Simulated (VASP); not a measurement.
Band structure of NaCd3 (space group Fm-3m). All values below come from PBEsol GGA with spin-orbit coupling, VASP's PBE PAW potentials (set 64) (plane waves; VASP 6.6.1).

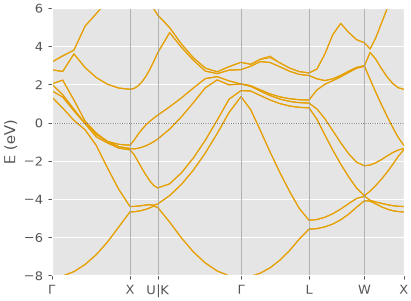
Fig. 1. Bands along high-symmetry lines, zero at the valence-band maximum or, without a gap, the Fermi level

Task: Read the plot: is there a gap, and where are the band edges?

Result: It has no gap at this level: it comes out as a metal or semimetal.

The structure comes from a computed database's NaCd3 entry (Fm-3m); how it stands against other phases isn't given here. It was relaxed first.
